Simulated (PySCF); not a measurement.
# C₃H₉GeN: core binding energies at several levels of theory

How much do the core binding energies of C₃H₉GeN (`C=NC[CH2][GeH3]`) depend on the level of theory, and what does each level cost?

The runs use PySCF 2.14.0, with density-fitted response routines of our own; the level of theory stands in each step. All values are computed, except where a source is named. Atoms are numbered from 0 throughout.

### 1 Starting geometry

14 atoms, charge 0, multiplicity 1; geometry from: PBE0-D3(BJ)/def2-SVP.

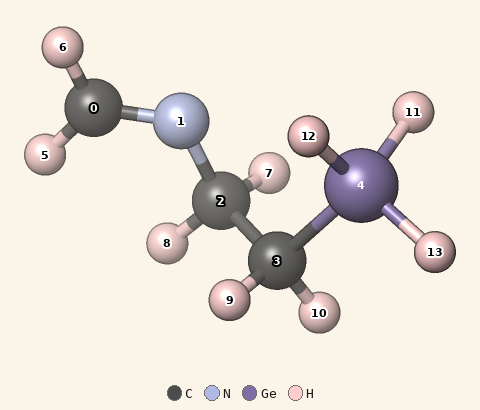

The starting geometry (carbon dark grey, nitrogen light blue, germanium purple, hydrogen pink), atoms numbered.

### 2 Core-electron binding energies: SCAN, X2C

The job: settings as JSON, then the geometry in Å.

```
{"job": {"kind": "xps"}, "charge": 0, "multiplicity": 1}
C     -2.286448     0.612221    -0.142504
N     -1.121496     0.163670    -0.320250
C     -0.592220    -0.809513     0.600127
C      0.720879    -0.316843     1.195230
Ge     1.948682     0.401808    -0.165551
H     -2.941246     0.286451     0.691486
H     -2.693427     1.362385    -0.835627
H     -0.396740    -1.728396     0.019342
H     -1.317289    -1.075741     1.398900
H      0.534046     0.480477     1.933053
H      1.227098    -1.136300     1.728691
H      1.988341    -0.539422    -1.384666
H      1.555781     1.818081    -0.612839
H      3.366572     0.466034     0.446288
```

With the program's defaults for keys left out, this is: delta-SCF UKS SCAN, pcX-2 on the ionised atom, pcseg-1 elsewhere, spin-free X2C.

Launch:

```sh
$ OMP_NUM_THREADS=1 python probes_run.py task.json out
```

One launch serves the whole session: the jobs run in the order shown.

Output:

```text
ground state, core basis on atom 0 (C), 159 functions
  cycle   1  E = -2268.32197361  |g| = 4.30e-01
  cycle   2  E = -2268.23208492  |g| = 7.12e-01
  cycle   3  E = -2268.36348740  |g| = 1.89e-01
  cycle   4  E = -2268.37130916  |g| = 5.01e-02
  cycle   5  E = -2268.37190056  |g| = 1.39e-02
  cycle   6  E = -2268.37194882  |g| = 4.60e-03
  cycle   7  E = -2268.37195221  |g| = 9.15e-04
  cycle   8  E = -2268.37195255  |g| = 3.42e-04
  E(ground) = -2268.51288016 Eh
hole in C 1s of atom 0
  cycle   1  E = -2257.08205997  |g| = 1.50e+00
  cycle   2  E = -2254.93603944  |g| = 2.14e+00
  cycle   3  E = -2257.32446174  |g| = 7.33e-01
  cycle   4  E = -2257.53083898  |g| = 5.18e-01
  cycle   5  E = -2257.63342686  |g| = 2.05e-01
  cycle   6  E = -2257.65110234  |g| = 4.07e-02
  cycle   7  E = -2257.65201021  |g| = 1.65e-02
  cycle   8  E = -2257.65219141  |g| = 1.05e-02
  cycle   9  E = -2257.65229061  |g| = 4.76e-03
  cycle  10  E = -2257.65234736  |g| = 2.82e-03
  cycle  11  E = -2257.65237685  |g| = 1.32e-03
  cycle  12  E = -2257.65237870  |g| = 4.11e-04
  E(ion) = -2257.79226190 Eh   <S^2> = 0.8102   hole on atom = 1.000   binding energy = 291.723 eV
ground state, core basis on atom 1 (N), 159 functions
  cycle   1  E = -2268.38260081  |g| = 7.51e-02
  cycle   2  E = -2268.38219359  |g| = 4.88e-02
  cycle   3  E = -2268.38182329  |g| = 6.32e-02
  cycle   4  E = -2268.38271853  |g| = 6.72e-03
  cycle   5  E = -2268.38273216  |g| = 6.15e-04
  cycle   6  E = -2268.38273385  |g| = 2.37e-04
  E(ground) = -2268.52240595 Eh
hole in N 1s of atom 1
  cycle   1  E = -2252.78840719  |g| = 1.86e+00
  cycle   2  E = -2250.40113866  |g| = 2.46e+00
  cycle   3  E = -2253.18628062  |g| = 6.83e-01
  cycle   4  E = -2253.42985533  |g| = 4.14e-01
  cycle   5  E = -2253.48390094  |g| = 1.86e-01
  cycle   6  E = -2253.49892744  |g| = 5.07e-02
  cycle   7  E = -2253.50035400  |g| = 1.25e-02
  cycle   8  E = -2253.50044954  |g| = 5.38e-03
  cycle   9  E = -2253.50048151  |g| = 3.02e-03
  cycle  10  E = -2253.50049207  |g| = 1.65e-03
  cycle  11  E = -2253.50049543  |g| = 7.83e-04
  cycle  12  E = -2253.50049601  |g| = 2.57e-04
  E(ion) = -2253.63959936 Eh   <S^2> = 0.7924   hole on atom = 1.000   binding energy = 404.982 eV
ground state, core basis on atom 2 (C), 159 functions
  cycle   1  E = -2268.37154443  |g| = 5.71e-02
  cycle   2  E = -2268.37145019  |g| = 2.46e-02
  cycle   3  E = -2268.37118385  |g| = 4.14e-02
  cycle   4  E = -2268.37158450  |g| = 5.15e-03
  cycle   5  E = -2268.37159255  |g| = 4.48e-04
  E(ground) = -2268.51191641 Eh
hole in C 1s of atom 2
  cycle   1  E = -2257.09266676  |g| = 1.51e+00
  cycle   2  E = -2256.00855679  |g| = 2.08e+00
  cycle   3  E = -2257.56220284  |g| = 4.61e-01
  cycle   4  E = -2257.58692335  |g| = 3.85e-01
  cycle   5  E = -2257.65728834  |g| = 9.24e-02
  cycle   6  E = -2257.66055437  |g| = 2.76e-02
  cycle   7  E = -2257.66093356  |g| = 8.05e-03
  cycle   8  E = -2257.66097316  |g| = 4.42e-03
  cycle   9  E = -2257.66098690  |g| = 1.93e-03
  cycle  10  E = -2257.66099247  |g| = 9.55e-04
  cycle  11  E = -2257.66099430  |g| = 4.74e-04
  E(ion) = -2257.80019828 Eh   <S^2> = 0.7729   hole on atom = 1.000   binding energy = 291.481 eV
ground state, core basis on atom 3 (C), 159 functions
  cycle   1  E = -2268.37120031  |g| = 5.81e-02
  cycle   2  E = -2268.37114399  |g| = 2.38e-02
  cycle   3  E = -2268.37108976  |g| = 2.81e-02
  cycle   4  E = -2268.37125722  |g| = 8.73e-03
  cycle   5  E = -2268.37127492  |g| = 7.09e-04
  cycle   6  E = -2268.37127284  |g| = 2.26e-04
  E(ground) = -2268.51202371 Eh
hole in C 1s of atom 3
  cycle   1  E = -2257.12281791  |g| = 1.51e+00
  cycle   2  E = -2256.26696235  |g| = 1.93e+00
  cycle   3  E = -2257.64756307  |g| = 3.65e-01
  cycle   4  E = -2257.68438172  |g| = 2.12e-01
  cycle   5  E = -2257.70302796  |g| = 9.93e-02
  cycle   6  E = -2257.70736015  |g| = 2.58e-02
  cycle   7  E = -2257.70764748  |g| = 7.62e-03
  cycle   8  E = -2257.70767972  |g| = 2.72e-03
  cycle   9  E = -2257.70768353  |g| = 1.18e-03
  cycle  10  E = -2257.70768352  |g| = 5.24e-04
  cycle  11  E = -2257.70768526  |g| = 2.64e-04
  E(ion) = -2257.84700133 Eh   <S^2> = 0.7698   hole on atom = 1.000   binding energy = 290.210 eV
```

Wall time 30 s (1 thread of Arm Neoverse V1, shared host); peak memory 0.55 GiB.

Binding energies by hole, beside the orbital energy of the ground state; the difference holds orbital relaxation and, for a density functional, its self-interaction error:

```tsv
hole	stands for	environment	ΔSCF (eV)	−ε (eV)	⟨S²⟩
C1s on C0	C0	C=N carbon	291.72	274.9	0.810
N1s on N1	N1	imine nitrogen	404.98	386.2	0.792
C1s on C2	C2	sp3 CH2 bonded to N	291.48	274.6	0.773
C1s on C3	C3	sp3 CH2 bonded to Ge	290.21	273.7	0.770
```

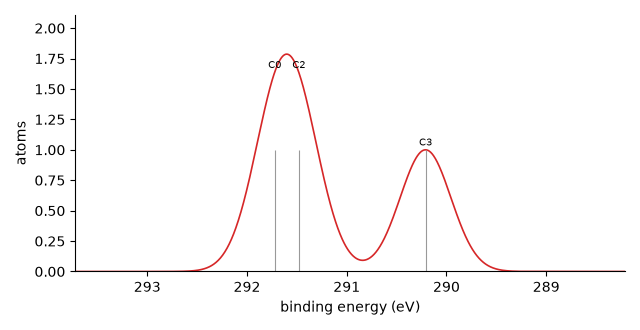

The C1s photoelectron lines, weighted by the number of atoms. Lines are broadened to a width of 0.60 eV (Gaussian).

### 3 Core-electron binding energies: B3LYP, X2C

Same as in step 2 but for these lines:

```diff
@@ -1,2 +1,2 @@
-{"job": {"kind": "xps"}, "charge": 0, "multiplicity": 1}
+{"job": {"kind": "xps", "xc": "B3LYP"}, "charge": 0, "multiplicity": 1}
 C     -2.286448     0.612221    -0.142504
```

With the program's defaults for keys left out, this is: delta-SCF UKS B3LYP, pcX-2 on the ionised atom, pcseg-1 elsewhere, spin-free X2C.

Output:

```text
ground state, core basis on atom 0 (C), 159 functions
  cycle   1  E = -2268.52454946  |g| = 3.46e-01
  cycle   2  E = -2268.48335056  |g| = 5.37e-01
  cycle   3  E = -2268.55426455  |g| = 1.15e-01
  cycle   4  E = -2268.55683100  |g| = 3.93e-02
  cycle   5  E = -2268.55718337  |g| = 8.23e-03
  cycle   6  E = -2268.55719782  |g| = 2.80e-03
  cycle   7  E = -2268.55719766  |g| = 4.13e-04
  E(ground) = -2268.56106353 Eh
hole in C 1s of atom 0
  cycle   1  E = -2257.27000343  |g| = 1.51e+00
  cycle   2  E = -2255.26073897  |g| = 2.09e+00
  cycle   3  E = -2257.54682037  |g| = 6.86e-01
  cycle   4  E = -2257.74422707  |g| = 4.36e-01
  cycle   5  E = -2257.81862368  |g| = 1.61e-01
  cycle   6  E = -2257.82932260  |g| = 2.67e-02
  cycle   7  E = -2257.82969112  |g| = 1.01e-02
  cycle   8  E = -2257.82975515  |g| = 4.82e-03
  cycle   9  E = -2257.82977424  |g| = 1.85e-03
  cycle  10  E = -2257.82978452  |g| = 9.03e-04
  cycle  11  E = -2257.82978853  |g| = 3.69e-04
  E(ion) = -2257.83370133 Eh   <S^2> = 0.7743   hole on atom = 1.000   binding energy = 291.906 eV
ground state, core basis on atom 1 (N), 159 functions
  cycle   1  E = -2268.56647780  |g| = 5.60e-02
  cycle   2  E = -2268.56607350  |g| = 4.99e-02
  cycle   3  E = -2268.56632826  |g| = 3.56e-02
  cycle   4  E = -2268.56660134  |g| = 2.14e-03
  cycle   5  E = -2268.56660177  |g| = 3.27e-04
  E(ground) = -2268.57042555 Eh
hole in N 1s of atom 1
  cycle   1  E = -2252.98097284  |g| = 1.87e+00
  cycle   2  E = -2250.73038549  |g| = 2.43e+00
  cycle   3  E = -2253.41934297  |g| = 6.28e-01
  cycle   4  E = -2253.64200632  |g| = 3.25e-01
  cycle   5  E = -2253.67578578  |g| = 1.35e-01
  cycle   6  E = -2253.68346991  |g| = 2.85e-02
  cycle   7  E = -2253.68389039  |g| = 7.69e-03
  cycle   8  E = -2253.68393402  |g| = 2.71e-03
  cycle   9  E = -2253.68394618  |g| = 1.56e-03
  cycle  10  E = -2253.68395145  |g| = 9.23e-04
  cycle  11  E = -2253.68395267  |g| = 3.00e-04
  E(ion) = -2253.68783839 Eh   <S^2> = 0.7713   hole on atom = 1.000   binding energy = 404.976 eV
ground state, core basis on atom 2 (C), 159 functions
  cycle   1  E = -2268.55585030  |g| = 4.50e-02
  cycle   2  E = -2268.55577076  |g| = 2.86e-02
  cycle   3  E = -2268.55586113  |g| = 1.97e-02
  cycle   4  E = -2268.55593509  |g| = 6.45e-03
  cycle   5  E = -2268.55594520  |g| = 4.73e-04
  E(ground) = -2268.55975501 Eh
hole in C 1s of atom 2
  cycle   1  E = -2257.28015644  |g| = 1.52e+00
  cycle   2  E = -2256.47108085  |g| = 1.95e+00
  cycle   3  E = -2257.78518585  |g| = 3.54e-01
  cycle   4  E = -2257.81253041  |g| = 2.49e-01
  cycle   5  E = -2257.83980791  |g| = 5.83e-02
  cycle   6  E = -2257.84113185  |g| = 1.47e-02
  cycle   7  E = -2257.84124449  |g| = 2.66e-03
  cycle   8  E = -2257.84125034  |g| = 1.50e-03
  cycle   9  E = -2257.84125190  |g| = 6.52e-04
  cycle  10  E = -2257.84125245  |g| = 1.83e-04
  E(ion) = -2257.84509832 Eh   <S^2> = 0.7611   hole on atom = 1.000   binding energy = 291.561 eV
ground state, core basis on atom 3 (C), 159 functions
  cycle   1  E = -2268.55569951  |g| = 4.29e-02
  cycle   2  E = -2268.55565619  |g| = 2.06e-02
  cycle   3  E = -2268.55568274  |g| = 1.75e-02
  cycle   4  E = -2268.55575307  |g| = 3.70e-03
  cycle   5  E = -2268.55575770  |g| = 4.73e-04
  E(ground) = -2268.55970880 Eh
hole in C 1s of atom 3
  cycle   1  E = -2257.31220789  |g| = 1.52e+00
  cycle   2  E = -2256.63160593  |g| = 1.85e+00
  cycle   3  E = -2257.85325940  |g| = 2.86e-01
  cycle   4  E = -2257.88195628  |g| = 1.21e-01
  cycle   5  E = -2257.88773426  |g| = 5.69e-02
  cycle   6  E = -2257.88911300  |g| = 1.25e-02
  cycle   7  E = -2257.88918531  |g| = 2.61e-03
  cycle   8  E = -2257.88919155  |g| = 1.11e-03
  cycle   9  E = -2257.88919234  |g| = 4.94e-04
  E(ion) = -2257.89301361 Eh   <S^2> = 0.7608   hole on atom = 1.000   binding energy = 290.256 eV
```

Run time: 38 s. Hardware: 1 thread of Arm Neoverse V1, shared host; peak memory 0.65 GiB.

The holes in one table. −ε is the ground-state orbital energy:

```tsv
hole	stands for	environment	ΔSCF (eV)	−ε (eV)	⟨S²⟩
C1s on C0	C0	C=N carbon	291.91	278.2	0.774
N1s on N1	N1	imine nitrogen	404.98	390.0	0.771
C1s on C2	C2	sp3 CH2 bonded to N	291.56	277.9	0.761
C1s on C3	C3	sp3 CH2 bonded to Ge	290.26	277.0	0.761
```

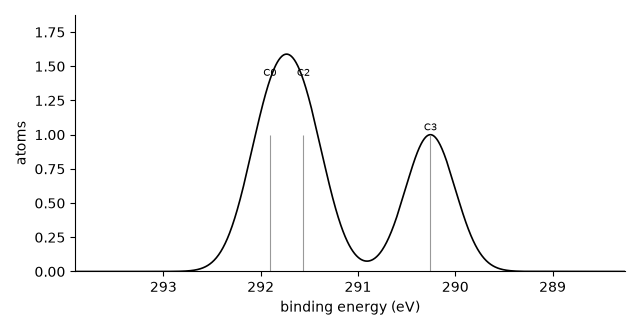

The C1s photoelectron lines, weighted by the number of atoms. Lines are broadened to a width of 0.60 eV (Gaussian).

### 4 Core holes by ΔSCF: PBE0, X2C

Same as in step 3 but for these lines:

```diff
@@ -1,2 +1,2 @@
-{"job": {"kind": "xps", "xc": "B3LYP"}, "charge": 0, "multiplicity": 1}
+{"job": {"kind": "xps", "xc": "PBE0"}, "charge": 0, "multiplicity": 1}
 C     -2.286448     0.612221    -0.142504
```

Level: delta-SCF UKS PBE0, pcX-2 on the ionised atom, pcseg-1 elsewhere, spin-free X2C.

Output:

```text
ground state, core basis on atom 0 (C), 159 functions
  cycle   1  E = -2267.99526375  |g| = 2.98e-01
  cycle   2  E = -2267.97374317  |g| = 4.28e-01
  cycle   3  E = -2268.01802885  |g| = 8.97e-02
  cycle   4  E = -2268.01953947  |g| = 3.35e-02
  cycle   5  E = -2268.01979553  |g| = 6.22e-03
  cycle   6  E = -2268.01980334  |g| = 2.07e-03
  cycle   7  E = -2268.01980503  |g| = 3.55e-04
  E(ground) = -2268.02294219 Eh
hole in C 1s of atom 0
  cycle   1  E = -2256.75480331  |g| = 1.51e+00
  cycle   2  E = -2254.89486718  |g| = 1.99e+00
  cycle   3  E = -2257.03841498  |g| = 6.73e-01
  cycle   4  E = -2257.24423236  |g| = 3.87e-01
  cycle   5  E = -2257.30370102  |g| = 1.55e-01
  cycle   6  E = -2257.31379343  |g| = 2.45e-02
  cycle   7  E = -2257.31411435  |g| = 9.50e-03
  cycle   8  E = -2257.31419175  |g| = 4.60e-03
  cycle   9  E = -2257.31421927  |g| = 2.53e-03
  cycle  10  E = -2257.31424146  |g| = 1.28e-03
  cycle  11  E = -2257.31424784  |g| = 4.41e-04
  E(ion) = -2257.31743158 Eh   <S^2> = 0.7860   hole on atom = 1.000   binding energy = 291.312 eV
ground state, core basis on atom 1 (N), 159 functions
  cycle   1  E = -2268.02983861  |g| = 7.53e-02
  cycle   2  E = -2268.02945828  |g| = 4.92e-02
  cycle   3  E = -2268.02948369  |g| = 4.79e-02
  cycle   4  E = -2268.02998020  |g| = 9.46e-04
  cycle   5  E = -2268.02998129  |g| = 2.83e-04
  E(ground) = -2268.03310139 Eh
hole in N 1s of atom 1
  cycle   1  E = -2252.45995130  |g| = 1.87e+00
  cycle   2  E = -2250.36417239  |g| = 2.32e+00
  cycle   3  E = -2252.90605041  |g| = 6.22e-01
  cycle   4  E = -2253.13249804  |g| = 2.83e-01
  cycle   5  E = -2253.15769554  |g| = 1.23e-01
  cycle   6  E = -2253.16412965  |g| = 2.35e-02
  cycle   7  E = -2253.16442434  |g| = 7.44e-03
  cycle   8  E = -2253.16447686  |g| = 3.12e-03
  cycle   9  E = -2253.16450085  |g| = 1.88e-03
  cycle  10  E = -2253.16451109  |g| = 1.07e-03
  cycle  11  E = -2253.16451227  |g| = 3.21e-04
  E(ion) = -2253.16768735 Eh   <S^2> = 0.7793   hole on atom = 1.000   binding energy = 404.509 eV
ground state, core basis on atom 2 (C), 159 functions
  cycle   1  E = -2268.01920183  |g| = 6.17e-02
  cycle   2  E = -2268.01909236  |g| = 3.35e-02
  cycle   3  E = -2268.01915264  |g| = 2.89e-02
  cycle   4  E = -2268.01931815  |g| = 6.81e-03
  cycle   5  E = -2268.01932829  |g| = 4.14e-04
  E(ground) = -2268.02243484 Eh
hole in C 1s of atom 2
  cycle   1  E = -2256.76502126  |g| = 1.52e+00
  cycle   2  E = -2256.13819083  |g| = 1.80e+00
  cycle   3  E = -2257.27423903  |g| = 3.36e-01
  cycle   4  E = -2257.30482259  |g| = 2.07e-01
  cycle   5  E = -2257.32361228  |g| = 5.00e-02
  cycle   6  E = -2257.32460856  |g| = 1.21e-02
  cycle   7  E = -2257.32468757  |g| = 2.56e-03
  cycle   8  E = -2257.32469430  |g| = 1.45e-03
  cycle   9  E = -2257.32469647  |g| = 6.86e-04
  cycle  10  E = -2257.32469652  |g| = 1.87e-04
  E(ion) = -2257.32783556 Eh   <S^2> = 0.7647   hole on atom = 1.000   binding energy = 291.015 eV
ground state, core basis on atom 3 (C), 159 functions
  cycle   1  E = -2268.01910145  |g| = 5.91e-02
  cycle   2  E = -2268.01907248  |g| = 2.02e-02
  cycle   3  E = -2268.01906592  |g| = 2.09e-02
  cycle   4  E = -2268.01916437  |g| = 4.62e-03
  cycle   5  E = -2268.01916794  |g| = 3.51e-04
  E(ground) = -2268.02237637 Eh
hole in C 1s of atom 3
  cycle   1  E = -2256.79503515  |g| = 1.52e+00
  cycle   2  E = -2256.27248250  |g| = 1.72e+00
  cycle   3  E = -2257.33810721  |g| = 2.73e-01
  cycle   4  E = -2257.36621723  |g| = 1.01e-01
  cycle   5  E = -2257.37021772  |g| = 4.77e-02
  cycle   6  E = -2257.37119844  |g| = 1.02e-02
  cycle   7  E = -2257.37124919  |g| = 2.59e-03
  cycle   8  E = -2257.37125518  |g| = 1.15e-03
  cycle   9  E = -2257.37125625  |g| = 4.98e-04
  E(ion) = -2257.37434276 Eh   <S^2> = 0.7643   hole on atom = 1.000   binding energy = 289.748 eV
```

Run time: 37 s. Hardware: 1 thread of Arm Neoverse V1, shared host; peak memory 0.65 GiB.

The holes in one table. −ε is the ground-state orbital energy:

```tsv
hole	stands for	environment	ΔSCF (eV)	−ε (eV)	⟨S²⟩
C1s on C0	C0	C=N carbon	291.31	279.6	0.786
N1s on N1	N1	imine nitrogen	404.51	391.8	0.779
C1s on C2	C2	sp3 CH2 bonded to N	291.01	279.3	0.765
C1s on C3	C3	sp3 CH2 bonded to Ge	289.75	278.4	0.764
```

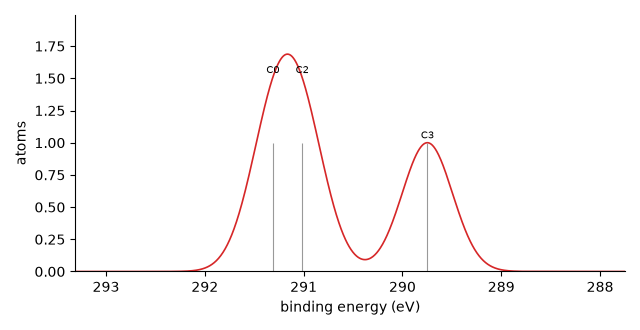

The C1s photoelectron lines, weighted by the number of atoms. Lines are broadened to a width of 0.60 eV (Gaussian).

(Part 1 of 3 ends here.)
